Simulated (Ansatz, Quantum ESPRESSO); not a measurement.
# CaBe3 (Pm-3m): zone-centre phonons, part 2 of 3

Wanted: the vibrations of CaBe3 (Pm-3m) at Γ, by two programs.

Quantum ESPRESSO 7.5; DFT PBEsol, scalar-relativistic, plane waves, PseudoDojo norm-conserving pseudopotentials.

So far. Step 2 (A probe with smearing): No gap opens on this mesh, so smearing is kept; the start stands at -2.3 GPa. The relaxed cell has a = 3.935 Å (conventional setting).

The structure was built from a prototype and need not be the compound's stable phase.

### 5. Self-consistent run for the response

The response is built on this ground state, so it is converged far tighter than an energy would need. Smearing stays on, as the first look found no gap above 0.3 eV.

Contents of scf.in:

```
&CONTROL
  calculation = 'scf'
  prefix      = 'x'
  outdir      = './tmp'
  pseudo_dir  = './pseudo'
  tprnfor     = .true.
  tstress     = .true.
/
&SYSTEM
  ibrav       = 0
  nat         = 4
  ntyp        = 2
  ecutwfc     = 76.0
  occupations = 'smearing'
  smearing    = 'mv'
  degauss     = 0.02
/
&ELECTRONS
  conv_thr         = 1.0d-12
  mixing_beta      = 0.7
  electron_maxstep = 100
/
ATOMIC_SPECIES
 Ca     40.0780  Ca.upf
 Be      9.0122  Be.upf
CELL_PARAMETERS angstrom
     3.935445389    0.000000000    0.000000000
     0.000000000    3.935445389    0.000000000
     0.000000000    0.000000000    3.935445389
ATOMIC_POSITIONS crystal
 Ca     0.000000000   0.000000000   0.000000000
 Be     0.000000000   0.500000000   0.500000000
 Be     0.500000000   0.000000000   0.500000000
 Be     0.500000000   0.500000000   0.000000000
K_POINTS automatic
 8 8 8 0 0 0
```

Launch:

```console
$ OMP_NUM_THREADS=1 mpirun -n 4 pw.x -nk 4 -in scf.in > scf.out
```

Log:

```text
[banners, grids, parts of the stress and lines that vanish by symmetry left out]
[banner, memory and clock lines left out]
Program PWSCF v.7.5

[...]
kinetic-energy cutoff     =      76.0000  Ry
     charge density cutoff     =     304.0000  Ry
     scf convergence threshold =      1.0E-12
[...]
Exchange-correlation= PBESOL
                           (   1   4  10   8   0   0   0)
[...]
48 Sym. Ops., with inversion, found
[...]
number of k points=    35  Marzari-Vanderbilt smearing, width (Ry)=  0.0200
[...]
End of self-consistent calculation
[...]
the Fermi energy is     6.1526 ev
!    total energy              =    -160.35013924 Ry
[...]
convergence has been achieved in   9 iterations
[...]
atom    1 type  1   force =     0.00000000    0.00000000    0.00000000
     atom    2 type  2   force =     0.00000000    0.00000000    0.00000000
     atom    3 type  2   force =     0.00000000    0.00000000    0.00000000
     atom    4 type  2   force =     0.00000000    0.00000000    0.00000000
     Total force =     0.000000     Total SCF correction =     0.000000
[...]
total   stress  (Ry/bohr**3)                   (kbar)     P=       -0.24
[...]
XML data file, charge density, pseudopotentials, collected wavefunctions
```

It took 11 s on 4 MPI ranks of Arm Neoverse V2, shared host; 45 s of CPU time.

The cell stands at -0.024 GPa, close enough for phonons.

### 6. Zone-centre response

At q = 0 one unit cell holds all displacements; symmetry groups them into irreducible representations that are solved one by one. With smeared occupations no response to a homogeneous field can be asked.

Contents of ph.in:

```
phonons
&INPUTPH
  prefix       = 'x'
  outdir       = './tmp'
  fildyn       = 'g.dyn'
  tr2_ph       = 1.0d-18
  alpha_mix(1) = 0.4
  nmix_ph      = 8
/
0.000000000000 0.000000000000 0.000000000000
```

Launch:

```console
$ OMP_NUM_THREADS=1 mpirun -n 4 ph.x -nk 4 -in ph.in > ph.out
```

Log:

```text
[banners, grids, parts of the stress and lines that vanish by symmetry left out]
[banner, memory and clock lines left out]
Program PHONON v.7.5

     ./tmp/x.save/

     IMPORTANT: XC functional enforced from input :
     Exchange-correlation= PBESOL
                           (   1   4  10   8   0   0   0)
     Any further DFT definition will be discarded
     Please, verify this is what you really want

     G-vector sticks info

     Reading collected, re-writing distributed wavefunctions in ./tmp/

     Number and degeneracy of irreps per q-point
       N         xq(1)         xq(2)         xq(3)   N irreps
       1   0.000000000   0.000000000   0.000000000       4
        3   3   3   3

     Calculation of q =    0.0000000   0.0000000   0.0000000

     phonons

     bravais-lattice index     =            0
     lattice parameter (alat)  =       7.4369  a.u.
     unit-cell volume          =     411.3185 (a.u.)^3
     number of atoms/cell      =            4
     number of atomic types    =            2
     kinetic-energy cut-off    =      76.0000  Ry
     charge density cut-off    =     304.0000  Ry
     convergence threshold     =      1.0E-18
     beta                      =       0.4000
     number of iterations used =            8
     Exchange-correlation= PBESOL
                           (   1   4  10   8   0   0   0)

     celldm(1)=    7.43691  celldm(2)=    0.00000  celldm(3)=    0.00000
     celldm(4)=    0.00000  celldm(5)=    0.00000  celldm(6)=    0.00000

     crystal axes: (cart. coord. in units of alat)
               a(1) = (  1.0000  0.0000  0.0000 )
               a(2) = (  0.0000  1.0000  0.0000 )
               a(3) = (  0.0000  0.0000  1.0000 )

     reciprocal axes: (cart. coord. in units 2 pi/alat)
               b(1) = (  1.0000  0.0000  0.0000 )
               b(2) = (  0.0000  1.0000  0.0000 )
               b(3) = (  0.0000  0.0000  1.0000 )

     Atoms inside the unit cell:

     Cartesian axes

     site n.  atom      mass           positions (alat units)
        1  Ca     40.0780   tau(    1) = (    0.00000    0.00000    0.00000  )
        2  Be      9.0122   tau(    2) = (    0.00000    0.50000    0.50000  )
        3  Be      9.0122   tau(    3) = (    0.50000    0.00000    0.50000  )
        4  Be      9.0122   tau(    4) = (    0.50000    0.50000    0.00000  )

     Computing dynamical matrix for
                    q = (   0.0000000   0.0000000   0.0000000 )

     49 Sym.Ops. (with q -> -q+G )

     G cutoff =  425.8919  (  36785 G-vectors)     FFT grid: ( 45, 45, 45)

     number of k points=    35  Marzari-Vanderbilt smearing, width (Ry)=  0.0200
                       cart. coord. in units 2pi/alat
        k(    1) = (   0.0000000   0.0000000   0.0000000), wk =   0.0039062
        k(    2) = (   0.0000000   0.0000000   0.1250000), wk =   0.0234375
        k(    3) = (   0.0000000   0.0000000   0.2500000), wk =   0.0234375
        [... further k-points left out ...]

     PseudoPot. # 1 for Ca read from file:
     ./pseudo/Ca.upf
     Pseudo is Norm-conserving + core correction, Zval = 10.0
     Using radial grid of 1746 points,  6 beta functions with:
                l(1) =   0
                l(2) =   0
                l(3) =   1
                l(4) =   1
                l(5) =   2
                l(6) =   2

     PseudoPot. # 2 for Be read from file:
     ./pseudo/Be.upf
     Pseudo is Norm-conserving, Zval =  4.0
     Using radial grid of 1358 points,  4 beta functions with:
                l(1) =   0
                l(2) =   0
                l(3) =   1
                l(4) =   1

     Mode symmetry, O_h (m-3m)  point group:

     Atomic displacements:
     There are    4 irreducible representations

     Representation     1      3 modes -  To be done

     Representation     2      3 modes -  To be done

     Representation     3      3 modes -  To be done

     Representation     4      3 modes -  To be done

     Alpha used in Ewald sum =   2.8000

     Representation #   1 modes #   1   2   3

     Self-consistent Calculation
      iter #   1   av.it.:   7.2
      thresh= 1.000E-02 alpha_mix =  0.400 |ddv_scf|^2 =  3.643E-07
      iter #   2   av.it.:  14.2
      thresh= 6.035E-05 alpha_mix =  0.400 |ddv_scf|^2 =  1.050E-08
      iter #   3   av.it.:  15.1
      thresh= 1.024E-05 alpha_mix =  0.400 |ddv_scf|^2 =  2.522E-09
      iter #   4   av.it.:  15.3
      thresh= 5.022E-06 alpha_mix =  0.400 |ddv_scf|^2 =  9.976E-11
      iter #   5   av.it.:  15.9
      thresh= 9.988E-07 alpha_mix =  0.400 |ddv_scf|^2 =  3.883E-12
      iter #   6   av.it.:  15.2
      thresh= 1.970E-07 alpha_mix =  0.400 |ddv_scf|^2 =  3.975E-14
      iter #   7   av.it.:  15.2
      thresh= 1.994E-08 alpha_mix =  0.400 |ddv_scf|^2 =  7.980E-15
      iter #   8   av.it.:  16.0
      thresh= 8.933E-09 alpha_mix =  0.400 |ddv_scf|^2 =  3.401E-17
      iter #   9   av.it.:  16.3
      thresh= 5.832E-10 alpha_mix =  0.400 |ddv_scf|^2 =  2.851E-19

     End of self-consistent calculation

     Convergence has been achieved

     Representation #   2 modes #   4   5   6

     Self-consistent Calculation
      iter #   1   av.it.:   6.0
      thresh= 1.000E-02 alpha_mix =  0.400 |ddv_scf|^2 =  1.184E-07
      iter #   2   av.it.:  13.8
      thresh= 3.440E-05 alpha_mix =  0.400 |ddv_scf|^2 =  1.401E-08
      iter #   3   av.it.:  14.2
      thresh= 1.184E-05 alpha_mix =  0.400 |ddv_scf|^2 =  1.982E-09
      iter #   4   av.it.:  14.7
      thresh= 4.452E-06 alpha_mix =  0.400 |ddv_scf|^2 =  9.981E-11
      iter #   5   av.it.:  14.8
      thresh= 9.991E-07 alpha_mix =  0.400 |ddv_scf|^2 =  4.638E-12
[...]
End of self-consistent calculation

     Convergence has been achieved

     Representation #   3 modes #   7   8   9

     Self-consistent Calculation
[...]
End of self-consistent calculation

     Convergence has been achieved

     Representation #   4 modes #  10  11  12

     Self-consistent Calculation
[...]
iter #   2   av.it.:  14.2
      thresh= 2.892E-05 alpha_mix =  0.400 |ddv_scf|^2 =  1.573E-08
      iter #   3   av.it.:  15.1
      thresh= 1.254E-05 alpha_mix =  0.400 |ddv_scf|^2 =  6.361E-10
      iter #   4   av.it.:  15.1
      thresh= 2.522E-06 alpha_mix =  0.400 |ddv_scf|^2 =  1.554E-12
      iter #   5   av.it.:  15.0
      thresh= 1.246E-07 alpha_mix =  0.400 |ddv_scf|^2 =  4.039E-13
      iter #   6   av.it.:  15.3
      thresh= 6.355E-08 alpha_mix =  0.400 |ddv_scf|^2 =  2.698E-16
      iter #   7   av.it.:  15.8
      thresh= 1.643E-09 alpha_mix =  0.400 |ddv_scf|^2 =  2.331E-17
      iter #   8   av.it.:  15.3
      thresh= 4.828E-10 alpha_mix =  0.400 |ddv_scf|^2 =  2.795E-19

     End of self-consistent calculation

     Convergence has been achieved

     Number of q in the star =    1
     List of q in the star:
          1   0.000000000   0.000000000   0.000000000

     Diagonalizing the dynamical matrix

     q = (    0.000000000   0.000000000   0.000000000 )

 **************************************************************************
     freq (    1) =      -7.775387 [THz] =    -259.358985 [cm-1]
     freq (    2) =      -7.775387 [THz] =    -259.358985 [cm-1]
     freq (    3) =      -7.775387 [THz] =    -259.358985 [cm-1]
     freq (    4) =      -0.293218 [THz] =      -9.780714 [cm-1]
     freq (    5) =      -0.293218 [THz] =      -9.780714 [cm-1]
     freq (    6) =      -0.293218 [THz] =      -9.780714 [cm-1]
     freq (    7) =      11.019611 [THz] =     367.574658 [cm-1]
     freq (    8) =      11.019611 [THz] =     367.574658 [cm-1]
     freq (    9) =      11.019611 [THz] =     367.574658 [cm-1]
     freq (   10) =      12.249019 [THz] =     408.583288 [cm-1]
     freq (   11) =      12.249019 [THz] =     408.583288 [cm-1]
     freq (   12) =      12.249019 [THz] =     408.583288 [cm-1]
 **************************************************************************

     Mode symmetry, O_h (m-3m)  point group:

     freq (   1-   3) =       -259.4  [cm-1]   --> T_1u G_15  G_4- I
     freq (   4-   6) =         -9.8  [cm-1]   --> T_1u G_15  G_4- I
     freq (   7-   9) =        367.6  [cm-1]   --> T_2u G_25  G_5-
     freq (  10-  12) =        408.6  [cm-1]   --> T_1u G_15  G_4- I
```

Run time: 5.6 min. Hardware: 4 MPI ranks; 22 min of CPU time.

Read from the output:

* largest acoustic frequency at the zone centre before the sum rule: -9.78 cm⁻¹
* highest optical zone-centre mode (no LO-TO term): 408.6 cm⁻¹
* lowest optical zone-centre mode: -259.4 cm⁻¹

The acoustic modes at Γ come out as far as 9.8 cm⁻¹ from zero, where they should vanish, a small numerical error. The lowest optical mode is imaginary, 259i cm⁻¹, an instability at this level and on this k mesh.

### 7. Zone-centre analysis

A rigid shift of the crystal must cost nothing, but grids and finite bases break this; the acoustic sum rule is imposed before the matrix is diagonalised again.

Contents of dynmat.in:

```
&INPUT
  fildyn = 'g.dyn'
  asr    = 'simple'
  fileig = 'dynmat.eig'
/
```

Launch:

```console
$ dynmat.x -in dynmat.in > dynmat.out
```

Log:

```text
[banner, memory and clock lines left out]
Program DYNMAT v.7.5

     Reading Dynamical Matrix from file g.dyn
     ...Force constants read
     ...epsilon and Z* not read (not found on file)
     A direction for q was not specified:TO-LO splitting will be absent

     Polarizability (A^3 units)
     multiply by 1.000000 for Clausius-Mossotti correction
         0.000000    0.000000    0.000000
         0.000000    0.000000    0.000000
         0.000000    0.000000    0.000000

     IR activities are in (D/A)^2/amu units

# mode   [cm-1]    [THz]      IR
    1   -259.70   -7.7857    0.0000
    2   -259.70   -7.7857    0.0000
    3   -259.70   -7.7857    0.0000
    4     -0.00   -0.0000    0.0000
    5     -0.00   -0.0000    0.0000
    6      0.00    0.0000    0.0000
    7    366.34   10.9826    0.0000
    8    366.34   10.9826    0.0000
    9    366.34   10.9826    0.0000
   10    408.16   12.2365    0.0000
   11    408.16   12.2365    0.0000
   12    408.16   12.2365    0.0000

[end of the log left out, with the tail of the file of modes that dynmat.x writes under the same name]
```

The job ended after 0.47 s (1 thread).

This step gave:

```
highest optical zone-centre mode (no LO-TO term) : 408.2 cm⁻¹
lowest optical zone-centre mode                  : -259.7 cm⁻¹
```

Unit eigenvectors of the mass-weighted matrix after the sum rule; no LO-TO term. Modes at Γ, with each element's share of the kinetic energy (negative means imaginary):

```tsv
mode	frequency (cm⁻¹)	Ca %	Be %
1	-259.7	4	96
2	-259.7	4	96
3	-259.7	4	96
4	0.0	60	40
5	0.0	60	40
6	0.0	60	40
7	366.3	0	100
8	366.3	0	100
9	366.3	0	100
10	408.2	36	64
11	408.2	36	64
12	408.2	36	64
```

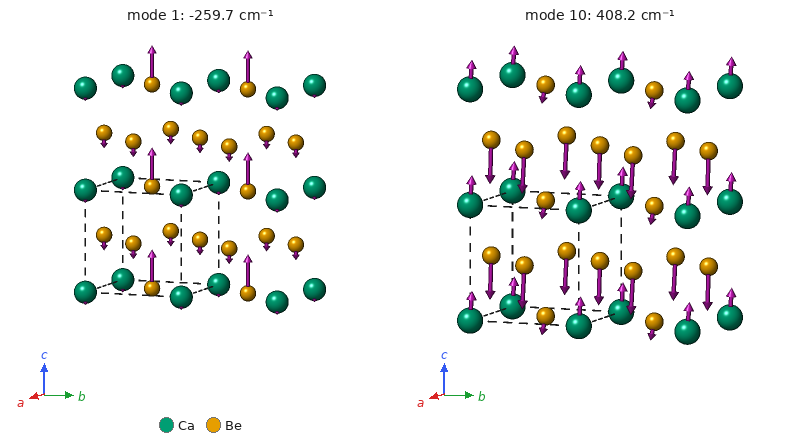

Displacement patterns of modes 1 and 10 at Γ; arrows are exaggerated. 1×2×2 cells are drawn. Some periodic images of atoms are drawn too.

The rule also moves an optical mode by 1.2 cm⁻¹.

### 8. Sum rules set otherwise (asr no)

Without the rule the raw error of the acoustic modes shows.

Contents of dynmat.in:

```
&INPUT
  fildyn = 'g.dyn'
  asr    = 'no'
  fileig = 'dynmat.eig'
/
```

Launch:

```console
$ dynmat.x -in dynmat.in > dynmat.out
```

Log:

```text
[banner, memory and clock lines left out]
Program DYNMAT v.7.5

     Reading Dynamical Matrix from file g.dyn
     ...Force constants read
     ...epsilon and Z* not read (not found on file)
     A direction for q was not specified:TO-LO splitting will be absent

     Polarizability (A^3 units)
     multiply by 1.000000 for Clausius-Mossotti correction
         0.000000    0.000000    0.000000
         0.000000    0.000000    0.000000
         0.000000    0.000000    0.000000

     IR activities are in (D/A)^2/amu units

# mode   [cm-1]    [THz]      IR
    1   -259.36   -7.7754    0.0000
    2   -259.36   -7.7754    0.0000
    3   -259.36   -7.7754    0.0000
    4     -9.78   -0.2932    0.0000
    5     -9.78   -0.2932    0.0000
    6     -9.78   -0.2932    0.0000
    7    367.57   11.0196    0.0000
    8    367.57   11.0196    0.0000
    9    367.57   11.0196    0.0000
   10    408.58   12.2490    0.0000
   11    408.58   12.2490    0.0000
   12    408.58   12.2490    0.0000

[end of the log left out, with the tail of the file of modes that dynmat.x writes under the same name]
```

Elapsed: 0.47 s, on 1 thread.

Numbers from this step:

| Item | Value |
| --- | --- |
| highest optical zone-centre mode (no LO-TO term) | 408.6 cm⁻¹ |
| lowest optical zone-centre mode | -259.4 cm⁻¹ |

Zone-centre frequencies as printed; negative means imaginary. Modes:

```tsv
mode	frequency (cm⁻¹)
1	-259.4
2	-259.4
3	-259.4
4	-9.78
5	-9.78
6	-9.78
7	367.6
8	367.6
9	367.6
10	408.6
11	408.6
12	408.6
```

Against the first rule no mode moves by more than 9.8 cm⁻¹.

### 9. Sum rules set otherwise (asr crystal)

The rule can be imposed in more than one way; the choices should agree where the raw error is small.

Contents of dynmat.in:

```
&INPUT
  fildyn = 'g.dyn'
  asr    = 'crystal'
  fileig = 'dynmat.eig'
/
```

Launch:

```console
$ dynmat.x -in dynmat.in > dynmat.out
```

Log:

```text
[banner, memory and clock lines left out]
Program DYNMAT v.7.5

     Reading Dynamical Matrix from file g.dyn
     ...Force constants read
     ...epsilon and Z* not read (not found on file)
     Acoustic Sum Rule: || Z*(ASR) - Z*(orig)|| =    0.000000E+00
     Acoustic Sum Rule: ||dyn(ASR) - dyn(orig)||=    2.423037E-03
     A direction for q was not specified:TO-LO splitting will be absent

     Polarizability (A^3 units)
     multiply by 1.000000 for Clausius-Mossotti correction
         0.000000    0.000000    0.000000
         0.000000    0.000000    0.000000
         0.000000    0.000000    0.000000

     IR activities are in (D/A)^2/amu units

# mode   [cm-1]    [THz]      IR
    1   -259.33   -7.7746    0.0000
    2   -259.33   -7.7746    0.0000
    3   -259.33   -7.7746    0.0000
    4     -0.00   -0.0000    0.0000
    5      0.00    0.0000    0.0000
    6      0.00    0.0000    0.0000
    7    367.57   11.0196    0.0000
    8    367.57   11.0196    0.0000
    9    367.57   11.0196    0.0000
   10    407.46   12.2154    0.0000
   11    407.46   12.2154    0.0000
   12    407.46   12.2154    0.0000

[end of the log left out, with the tail of the file of modes that dynmat.x writes under the same name]
```

Run time: 0.47 s. Hardware: 1 thread.

This step gave:

```
highest optical zone-centre mode (no LO-TO term) : 407.5 cm⁻¹
lowest optical zone-centre mode                  : -259.3 cm⁻¹
```

Zone-centre frequencies as printed; negative means imaginary. Modes:

```tsv
mode	frequency (cm⁻¹)
1	-259.3
2	-259.3
3	-259.3
4	0
5	0
6	0
7	367.6
8	367.6
9	367.6
10	407.5
11	407.5
12	407.5
```

Against the first rule no mode moves by more than 1.3 cm⁻¹.

(Continued in part 3 of 3.)

[Host names and launcher messages were left out of these logs when they were recorded.]

[Logs are printed without paths, hosts, clocks, repeated set-up lines and the standing remarks that a program may print on its own settings, such as how far it seeks lower states.]

[Hosts, paths, dates, database ids (printed as entryN), source tags and the programs' standing remarks are cut or masked in the printed files.]
